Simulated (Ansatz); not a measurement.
**(H2B-mu-NHMe)3 (C3H18B3N3): single points with varied inputs**

How do the results and run time of (H2B-mu-NHMe)3 (C3H18B3N3) respond when the settings are drawn wide?

The runs use Ansatz 0.2.0, Gaussian basis; the settings change from run to run.

## (1) The relaxed structure

The geometry comes from an earlier relaxation with r2SCAN-D4/def2-SVP; it is a stationary point, not always the lowest conformer.

27 atoms, charge 0, spin multiplicity 1.

Atoms are counted from 1 here; the program's logs count them from 0.

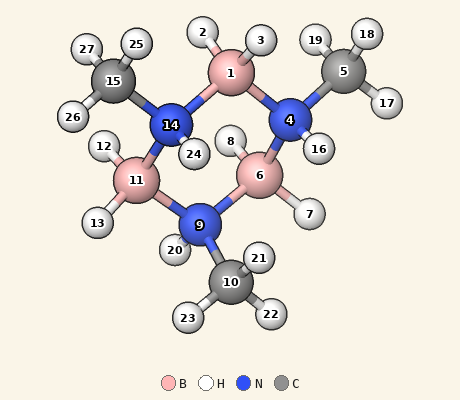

The geometry (boron pink, hydrogen white, nitrogen blue, carbon grey); atoms are numbered from 1 in the order of the file.

## (2) wB97X/def2-TZVP

Set apart from the defaults: charge +1, multiplicity 2.

File in.yaml:

```yaml
crystal:
  periodic: [false, false, false]
  atoms:
    - {symbol: B, position_ang: [0.845985, -0.120087, 1.157291]}
    - {symbol: H, position_ang: [0.564387, -1.145627, 1.754046]}
    - {symbol: H, position_ang: [1.752290, 0.520653, 1.687874]}
    - {symbol: N, position_ang: [-0.447698, 0.795190, 1.087791]}
    - {symbol: C, position_ang: [-0.924689, 1.074697, 2.458182]}
    - {symbol: B, position_ang: [-1.642791, 0.221936, 0.219218]}
    - {symbol: H, position_ang: [-2.508402, 1.088790, 0.118325]}
    - {symbol: H, position_ang: [-2.041857, -0.804716, 0.739016]}
    - {symbol: N, position_ang: [-1.087282, -0.122874, -1.231766]}
    - {symbol: C, position_ang: [-0.899783, 1.061495, -2.092614]}
    - {symbol: B, position_ang: [0.154561, -1.118190, -1.233272]}
    - {symbol: H, position_ang: [-0.195578, -2.180839, -0.751988]}
    - {symbol: H, position_ang: [0.583529, -1.217518, -2.380890]}
    - {symbol: N, position_ang: [1.290267, -0.499797, -0.317349]}
    - {symbol: C, position_ang: [2.437483, -1.429394, -0.259836]}
    - {symbol: H, position_ang: [-0.175497, 1.703369, 0.699310]}
    - {symbol: H, position_ang: [-1.785839, 1.758603, 2.429940]}
    - {symbol: H, position_ang: [-0.114308, 1.508487, 3.062726]}
    - {symbol: H, position_ang: [-1.238637, 0.126405, 2.912532]}
    - {symbol: H, position_ang: [-1.838234, -0.677499, -1.649268]}
    - {symbol: H, position_ang: [-0.097631, 1.695915, -1.684208]}
    - {symbol: H, position_ang: [-1.818379, 1.665366, -2.126626]}
    - {symbol: H, position_ang: [-0.602742, 0.759774, -3.107690]}
    - {symbol: H, position_ang: [1.643629, 0.347484, -0.772393]}
    - {symbol: H, position_ang: [3.249574, -0.995760, 0.342520]}
    - {symbol: H, position_ang: [2.796080, -1.655456, -1.274927]}
    - {symbol: H, position_ang: [2.101540, -2.360427, 0.214056]}
basis:
  gaussian: {orbitals: def2-TZVP}
total_charge: 1
magnetization: {spin_polarized: true, initial_magnetization: 1}
hamiltonian: {xc: {name: wB97X}}
output: {forces: true}
```

Launch:

```
$ ansatz run in.yaml --threads 2 --pin off --events-out ev --progress --plain --max-ram 32768MiB --backend cuda --devices 0, --max-vram 18GiB
```

The program printed, shortened:

```text
Functional definition: wB97X
  name "wB97X"
  cite "Chai & Head-Gordon, J. Chem. Phys. 128, 084106 (2008) doi:10.1063/1.2834918"
  cite "Becke, J. Chem. Phys. 107, 8554 (1997) doi:10.1063/1.475007"
[...]
  # The coefficients of nought are those of the uniform gas.
[...]
      + exact_x_lr(omega)
[...]
      + integral(e_c_pw_opposite_spin*poly(b97_u_opposite, 1, cos1, cos2, cos3, cos4))
2304 factors; their error is unknown
714 factors; integrals over basis functions are off by at most 7.3e-6 eV
[...]
mean field -9898.43435083 eV, -363.7607529931 hartree, gradient 2.4e-8 eV, S^2 0.757200; 6 other end points of the search recorded, 0 dependent functions left out
[...]
reference -9898.43430213 eV, -363.7607512035 hartree; 36, 35 occupied and 351, 352 virtual orbitals, 2304 factors
Total energy: -9898.43430213 eV, -363.7607512035 hartree
Atom 0 at     0.845985    -0.120087     1.157291 Å, force     0.592844    -0.238777     1.031047 eV/Å
Atom 1 at     0.564387    -1.145627     1.754046 Å, force     0.014877     0.269345    -0.218461 eV/Å
Atom 2 at     1.752290     0.520653     1.687874 Å, force    -0.355096    -0.245489    -0.247557 eV/Å
Atom 3 at    -0.447698     0.795190     1.087791 Å, force    -1.200758     0.378563    -0.946355 eV/Å
Atom 4 at    -0.924689     1.074697     2.458182 Å, force    -0.169373    -0.011014     0.714564 eV/Å
[...]
Atom 11 at    -0.195578    -2.180839    -0.751988 Å, force     0.162639    -0.541320    -0.371578 eV/Å
Atom 12 at     0.583529    -1.217518    -2.380890 Å, force    -0.318528    -0.465980    -0.461363 eV/Å
Atom 13 at     1.290267    -0.499797    -0.317349 Å, force    -0.497487    -0.087022    -1.577826 eV/Å
Atom 14 at     2.437483    -1.429394    -0.259836 Å, force     0.505977    -0.506235     0.176761 eV/Å
Atom 15 at    -0.175497     1.703369     0.699310 Å, force     0.076843    -0.227942     0.045790 eV/Å
Atom 16 at    -1.785839     1.758603     2.429940 Å, force     0.332853    -0.169503     0.041705 eV/Å
Atom 17 at    -0.114308     1.508487     3.062726 Å, force    -0.283735    -0.137641    -0.240651 eV/Å
Atom 18 at    -1.238637     0.126405     2.912532 Å, force     0.110464     0.282334    -0.081040 eV/Å
Atom 19 at    -1.838234    -0.677499    -1.649268 Å, force     0.061990     0.159055    -0.054532 eV/Å
Atom 20 at    -0.097631     1.695915    -1.684208 Å, force    -0.235366    -0.189964    -0.114495 eV/Å
Atom 21 at    -1.818379     1.665366    -2.126626 Å, force     0.267366    -0.241538    -0.059751 eV/Å
Atom 22 at    -0.602742     0.759774    -3.107690 Å, force    -0.182810     0.096419     0.299569 eV/Å
Atom 23 at     1.643629     0.347484    -0.772393 Å, force    -0.108769    -0.089425     0.206779 eV/Å
Atom 24 at     3.249574    -0.995760     0.342520 Å, force    -0.297094    -0.129625    -0.230385 eV/Å
Atom 25 at     2.796080    -1.655456    -1.274927 Å, force    -0.049442     0.117974     0.354163 eV/Å
Atom 26 at     2.101540    -2.360427     0.214056 Å, force     0.141706     0.258816    -0.105334 eV/Å
Dipole moment:    -0.254439     0.390486    -0.711983 e Å
```

Run time: 29 s. Hardware: 1 × H100 (card shared with other runs) with 2 threads of AMD EPYC 7R13, shared host; peak host memory 1.3 GiB.

Largest force 3.245 eV/Å, ⟨S²⟩ 0.757.

## (3) r2SCANh/6-31G*

in.yaml, as its differences from that of step 2:

```diff
@@ -31,6 +31,4 @@
 basis:
-  gaussian: {orbitals: def2-TZVP}
-total_charge: 1
-magnetization: {spin_polarized: true, initial_magnetization: 1}
-hamiltonian: {xc: {name: wB97X}}
-output: {forces: true}
+  gaussian: {orbitals: "6-31G*"}
+hamiltonian: {xc: {name: r2SCANh}}
+scf: {omitted_lower_state_checks: [starts]}
```

The command is unchanged.

The program printed, shortened:

```text
Functional definition: r2SCANh
  name "r2SCANh"
  cite "Bursch, Neugebauer, Ehlert & Grimme, J. Chem. Phys. 156, 134105 (2022) doi:10.1063/5.0086040"
  cite "Furness, Kaplan, Ning, Perdew & Sun, J. Phys. Chem. Lett. 11, 8208 (2020) doi:10.1021/acs.jpclett.0c02405"
  cite "Furness, Kaplan, Ning, Perdew & Sun, J. Phys. Chem. Lett. 11, 9248 (2020) doi:10.1021/acs.jpclett.0c03077"
  parent r2scan
[...]
2280 factors; their error is unknown
[...]
mean field -9900.51054895 eV, -363.8370518668 hartree, gradient 3.8e-5 eV, S^2 0.000000; 0 other end points of the search recorded, 0 dependent functions left out
reference -9900.51055788 eV, -363.8370521951 hartree; 36, 36 occupied and 135, 135 virtual orbitals, 2280 factors
Total energy: -9900.51055788 eV, -363.8370521951 hartree
Checks for a lower state left out: starts
```

It took 13 s on 1 × H100 (card shared with other runs) with 2 threads of AMD EPYC 7R13, shared host; peak host memory 0.88 GiB.

## (4) B2GP-PLYP/def2-mTZVP

Set apart from the defaults: a grid of angular degree 11, a point charge of 1.00 e beside it.

in.yaml, as its differences from that of step 3:

```diff
@@ -31,4 +31,4 @@
 basis:
-  gaussian: {orbitals: "6-31G*"}
-hamiltonian: {xc: {name: r2SCANh}}
+  gaussian: {orbitals: def2-mTZVP, final_grid: {core_spheres: 5, valence_spheres: 4, degree: 11}, point_charges: [{charge: 1.00, position_ang: [6.107, -0.749, 0.583]}]}
+hamiltonian: {xc: {name: B2GP-PLYP}}
 scf: {omitted_lower_state_checks: [starts]}
```

Same command.

The program printed, shortened:

```text
Functional definition: B2GP-PLYP
  name "B2GP-PLYP"
  cite "Karton, Tarnopolsky, Lamère, Schatz & Martin, J. Phys. Chem. A 112, 12868 (2008) doi:10.1021/jp801805p"
  cite "Becke, Phys. Rev. A 38, 3098 (1988) doi:10.1103/PhysRevA.38.3098"
  cite "Lee, Yang & Parr, Phys. Rev. B 37, 785 (1988) doi:10.1103/PhysRevB.37.785"
[...]
2169 factors; integrals over basis functions are off by at most 1.2e-3 eV
[...]
mean field -9881.42337938 eV, -363.1356113230 hartree, gradient 5.6e-6 eV, S^2 0.000000; 0 other end points of the search recorded, 0 dependent functions left out
9 core orbitals not correlated: weight in the atoms' cores, before any rotation towards them, 1.000 or more for the frozen orbitals, at most 0.000 for the correlated occupied ones
reference -9881.42355952 eV, -363.1356179430 hartree; 27, 27 occupied and 189, 189 virtual orbitals, 2169 factors
second order -38.70723207 eV of doubles, -0.00000000 eV of singles
Total energy: -9895.35816307 eV, -363.6477051781 hartree
Checks for a lower state left out: starts
```

It took 12 s on 1 × H100 (card shared with other runs) with 2 threads of AMD EPYC 7R13, shared host; peak host memory 1.2 GiB.

## (5) wB97/def2-mTZVPP

Options: density fitting with def2-universal-jkfit, the search for lower states set to light.

in.yaml, as its differences from that of step 4:

```diff
@@ -31,4 +31,5 @@
 basis:
-  gaussian: {orbitals: def2-mTZVP, final_grid: {core_spheres: 5, valence_spheres: 4, degree: 11}, point_charges: [{charge: 1.00, position_ang: [6.107, -0.749, 0.583]}]}
-hamiltonian: {xc: {name: B2GP-PLYP}}
-scf: {omitted_lower_state_checks: [starts]}
+  gaussian: {orbitals: def2-mTZVPP, fitting: {mean_field: def2-universal-jkfit}}
+hamiltonian: {xc: {name: wB97}}
+scf: {lower_state_search: light}
+output: {forces: true}
```

The command is unchanged.

The program printed, shortened:

```text
Functional definition: wB97
  name "wB97"
  cite "Chai & Head-Gordon, J. Chem. Phys. 128, 084106 (2008) doi:10.1063/1.2834918"
  cite "Becke, J. Chem. Phys. 107, 8554 (1997) doi:10.1063/1.475007"
[...]
  # The coefficients of nought are those of the uniform gas.
[...]
      + integral(e_c_pw_opposite_spin*poly(b97_u_opposite, 1, cos1, cos2, cos3, cos4))
1005 factors; integrals over basis functions are off by at most 4.0e-1 eV
1005 factors; integrals over basis functions are off by at most 6.4e-7 eV
[...]
mean field -9908.78077486 eV, -364.1409770632 hartree, gradient 3.7e-5 eV, S^2 0.000000; 0 other end points of the search recorded, 0 dependent functions left out
[...]
reference -9908.78075902 eV, -364.1409764813 hartree; 36, 36 occupied and 240, 240 virtual orbitals, 1005 factors
Total energy: -9908.78075902 eV, -364.1409764813 hartree
[...]
Atom 17 at    -0.114308     1.508487     3.062726 Å, force    -0.162220    -0.083188    -0.144869 eV/Å
Atom 18 at    -1.238637     0.126405     2.912532 Å, force     0.062583     0.173398    -0.092707 eV/Å
Atom 19 at    -1.838234    -0.677499    -1.649268 Å, force     0.166144     0.143601     0.072959 eV/Å
Atom 20 at    -0.097631     1.695915    -1.684208 Å, force    -0.141502    -0.123661    -0.061131 eV/Å
Atom 21 at    -1.818379     1.665366    -2.126626 Å, force     0.180474    -0.155839     0.014238 eV/Å
Atom 22 at    -0.602742     0.759774    -3.107690 Å, force    -0.078176     0.036896     0.222736 eV/Å
Atom 23 at     1.643629     0.347484    -0.772393 Å, force    -0.069772    -0.215404     0.101484 eV/Å
Atom 24 at     3.249574    -0.995760     0.342520 Å, force    -0.177719    -0.072118    -0.132076 eV/Å
Atom 25 at     2.796080    -1.655456    -1.274927 Å, force    -0.081589     0.067048     0.205959 eV/Å
Atom 26 at     2.101540    -2.360427     0.214056 Å, force     0.054765     0.178749    -0.086879 eV/Å
Dipole moment:     0.207617     0.661014    -0.352714 e Å
```

It took 10 s on 1 × H100 (card shared with other runs) with 2 threads of AMD EPYC 7R13, shared host; peak host memory 0.9 GiB.

Largest force 0.354 eV/Å, dipole 3.73 D.

## (6) All runs side by side

```tsv
level	charge	multiplicity	geometry	functions	energy (eV)	time
wB97X/def2-TZVP	1	2	relaxed	387	-9898.434	29 s
r2SCANh/6-31G*	0	1	relaxed	171	-9900.511	13 s
B2GP-PLYP/def2-mTZVP	0	1	relaxed, point charge	225	-9895.358	12 s
wB97/def2-mTZVPP	0	1	relaxed	276	-9908.781	10 s
```

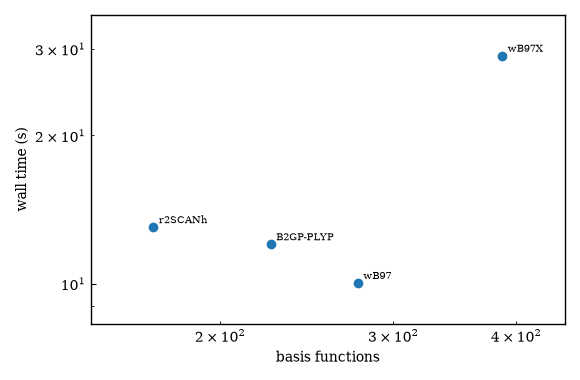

Wall time against the number of basis functions (shared host).

## (7) Summary of results

| quantity | value |
| --- | --- |
| runs | 4 |
| quickest | wB97/def2-mTZVPP, 10 s |
| slowest | wB97X/def2-TZVP, 29 s |
| spread of total energies, same state and geometry | 8.3 eV |

Run time spans a factor of 3, from wB97/def2-mTZVPP to wB97X/def2-TZVP. The jobs differ in tasks and options as well as level. Total energies at one charge and spin differ by 8 eV between levels, so only differences within one level mean anything. At the r2SCAN-D4/def2-SVP geometry and in the same state, runs without warnings or point charges leave forces up to 0.35 eV/Å (wB97/def2-mTZVPP).
